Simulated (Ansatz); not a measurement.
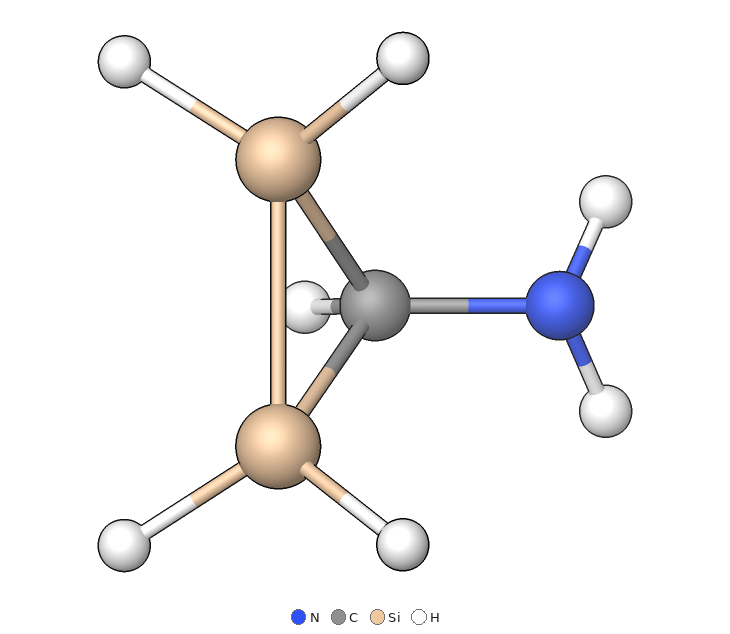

Starting geometry of the run.

The calculation was set up as follows.

```yaml
crystal:
  periodic: [false, false, false]
  atoms:
    - {symbol: N, position_ang: [-1.353111, 0.856232, -0.305266]}
    - {symbol: C, position_ang: [0.056485, 0.612669, -0.088523]}
    - {symbol: Si, position_ang: [0.453778, -0.638969, 1.304027]}
    - {symbol: Si, position_ang: [0.732644, -0.984273, -0.898568]}
    - {symbol: H, position_ang: [-1.531541, 1.239535, -1.224797]}
    - {symbol: H, position_ang: [-1.735248, 1.491699, 0.383539]}
    - {symbol: H, position_ang: [0.743052, 1.466751, -0.135548]}
    - {symbol: H, position_ang: [1.599945, -0.302910, 2.183381]}
    - {symbol: H, position_ang: [-0.721908, -1.163689, 2.034694]}
    - {symbol: H, position_ang: [-0.249138, -1.748781, -1.700490]}
    - {symbol: H, position_ang: [2.070242, -0.885363, -1.531748]}
basis:
  gaussian: {orbitals: def2-SVP}
hamiltonian: {xc: {name: revPBE}}
md: {timestep: 1 fs, n_steps: 50, ensemble: nvt_nose_hoover, temperature: 700, initial_velocities: maxwell_boltzmann, seed: 640}
```

Command:

```sh
ansatz run in.yaml --threads 2 --pin off --events-out ev --progress --plain --max-ram 4352MiB
```

What the program printed (its end):

```
mean field -18383.16100059 eV, -675.5687062176 hartree, gradient 3.2e-5 eV, S^2 0.000000; 1 other end points of the search recorded, 0 dependent functions left out
the calculation of the forces begins
reference -18383.16104710 eV, -675.5687079270 hartree; 24, 24 occupied and 75, 75 virtual orbitals, 1128 factors
md step    50: t =    50.00 fs  T =   337.2 K  F+E_penalty+E_count = -18383.16100059 eV  E_kin = 0.392321 eV  conserved = -18382.81959272 eV  (31 SCF iters)
Total energy: -18383.16104710 eV, -675.5687079270 hartree
Atom 0 at    -1.477862     0.961005    -0.281135 Å, force     3.365166    -3.162865    -0.936616 eV/Å
Atom 1 at     0.016614     0.656521    -0.091893 Å, force    -0.085551     0.121158     0.258305 eV/Å
Atom 2 at     0.480676    -0.659476     1.303311 Å, force     0.657481     0.750384    -0.409718 eV/Å
Atom 3 at     0.784804    -1.025578    -0.919508 Å, force    -1.275839    -0.062893     0.441936 eV/Å
Atom 4 at    -1.471401     1.377254    -1.177929 Å, force    -0.633676     0.894032    -1.669979 eV/Å
Atom 5 at    -1.854033     1.590948     0.356301 Å, force    -0.606462     1.860634     2.041698 eV/Å
Atom 6 at     0.822453     1.476617    -0.247409 Å, force    -1.052831    -0.540363     0.276146 eV/Å
Atom 7 at     1.509326    -0.397454     2.372169 Å, force     0.081971     0.163310    -0.156080 eV/Å
Atom 8 at    -0.715520    -1.185255     1.900615 Å, force    -1.064568    -0.531541     0.495583 eV/Å
Atom 9 at    -0.312751    -1.965772    -1.477991 Å, force     0.761150     0.387942    -0.016053 eV/Å
Atom 10 at     2.203233    -1.055309    -1.408496 Å, force    -0.146841     0.120202    -0.325221 eV/Å
Dipole moment:     0.071398     0.291349    -0.122917 e Å
```

Self-consistency was reached.
